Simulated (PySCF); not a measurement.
# C7H10ClNSi: what the fields show

The calculation's input:

```
{"job": {"kind": "nmr", "xc": "PBE0", "basis": "pcSseg-1"}, "charge": 0, "multiplicity": 1}
C      0.009730     2.703964    -1.548274
N     -0.396526     1.539939    -1.728031
Si    -0.037764     0.011464    -1.007360
Cl     0.586176    -1.122868    -2.575839
C      1.268899    -0.040610     0.302405
C      2.115865    -0.058212     1.160164
C      3.131254    -0.091468     2.186469
C     -1.655766    -0.659968    -0.298854
C     -2.795505     0.013968    -0.359924
C     -1.575547    -2.013828     0.337213
H      0.759952     2.995262    -0.808047
H     -0.395686     3.505797    -2.160716
H      2.828524    -0.765674     2.987496
H      4.072182    -0.442643     1.763656
H      3.277955     0.906276     2.599737
H     -3.716460    -0.385268     0.039048
H     -2.855170     0.988149    -0.814798
H     -2.547003    -2.334835     0.707768
H     -0.868034    -1.994630     1.165502
H     -1.212224    -2.744137    -0.384589
```

Launched as:

```sh
OMP_NUM_THREADS=1 python probes_run.py task.json out
```

Geometry: GFN2-xTB.

These are results of PBE0/pcSseg-1, SCF density, gas phase, non-relativistic (PySCF 2.14.0), not measurements.

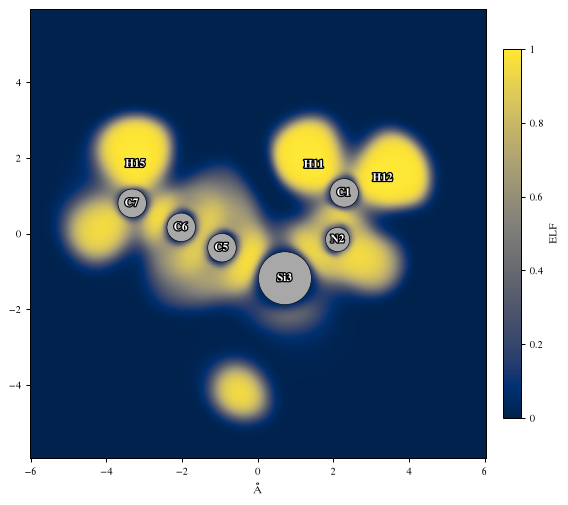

Figure 1. ELF on the plane of atoms N2, C1 and H12. Grey discs cover the atomic cores.

Interpret the plot.

Answer. Atoms in the plane: C, N, Si and H.
C–C (1.21 Å): the ELF peaks at about 0.85 between the atoms: a short, multiple covalent bond.
C–N (1.25 Å): the ELF peaks at about 0.90 between the atoms: a multiple bond.
Si–N (1.73 Å): the ELF peaks at about 0.90 between the atoms, as expected for a shared but strongly polarised pair.
C–Si (1.85 Å): the ELF peaks at about 0.95 between the atoms (a shared electron pair).
C–H (1.09 Å): the ELF climbs to about 1 towards the hydrogen, as it does in any bond to H: an ordinary covalent bond to hydrogen.
The ELF also peaks beside N2, away from the bonds: lone-pair regions.

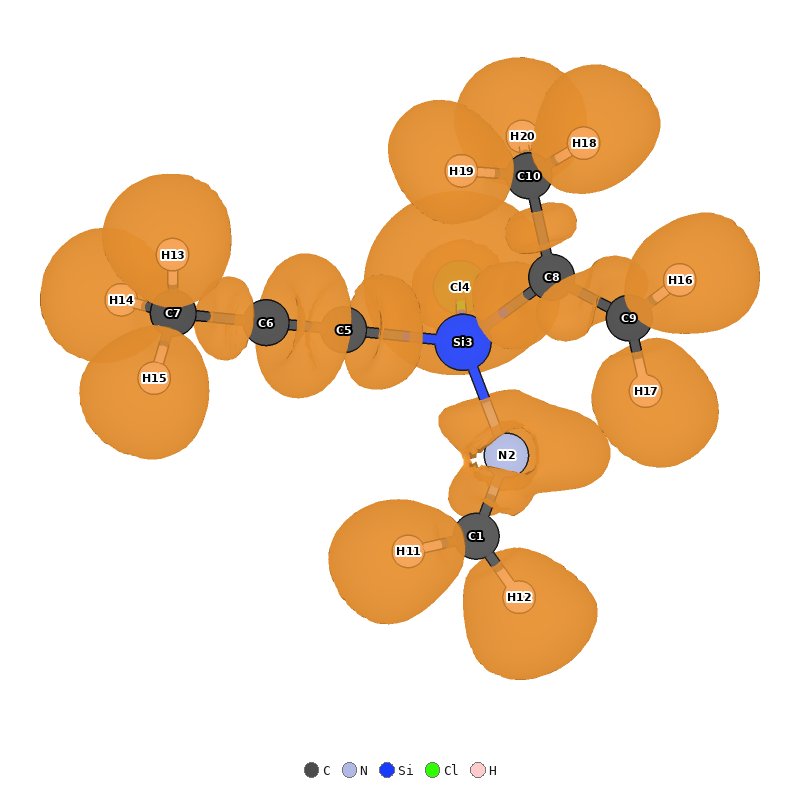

Figure 2. Isosurface of the ELF at 0.75 (orange), seen at a tilt. Only the valence region is drawn (cores and ρ < 0.01 e/Å³ removed).

Where are the electrons localised?

Answer. The surface consists of four regions between bonded C–C atoms (shared pairs), two regions between bonded C–Si atoms (shared pairs), ten regions around hydrogen nuclei, one region on Cl in which the atom's valence shell and bonds are merged and one region on N in which the atom's valence shell and bonds are merged.

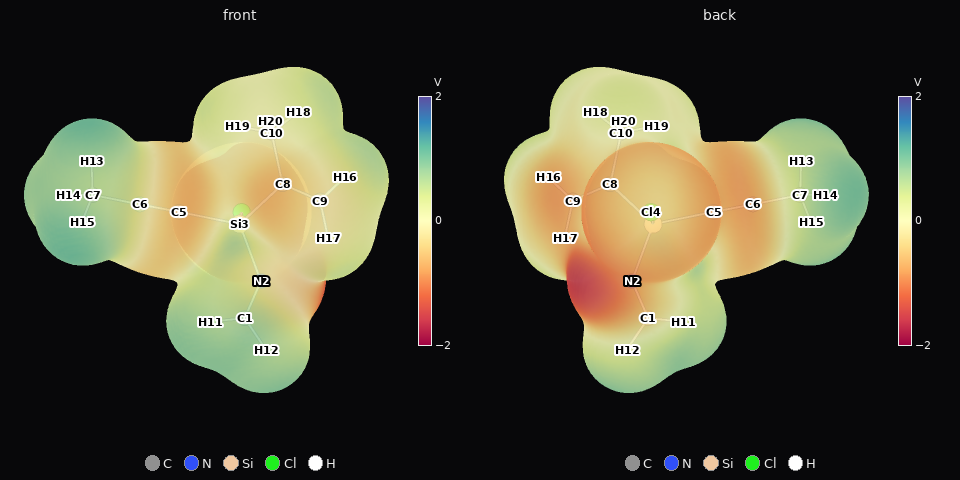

Figure 3. The electrostatic potential painted on the density surface at 0.002 e/bohr³, seen from the front and from behind; red is negative and blue positive.

Where is the surface potential most negative and most positive?

Answer. The most negative region (about −1.6 V, or −37 kcal/mol for a unit charge) lies over N2, the most positive (about +1.1 V, or +25 kcal/mol for a unit charge) over H13, H14 and H15. N2 is the likeliest acceptor of a hydrogen bond.

How polar is the molecule by this calculation?

Answer. Its dipole moment is 3.80 D.
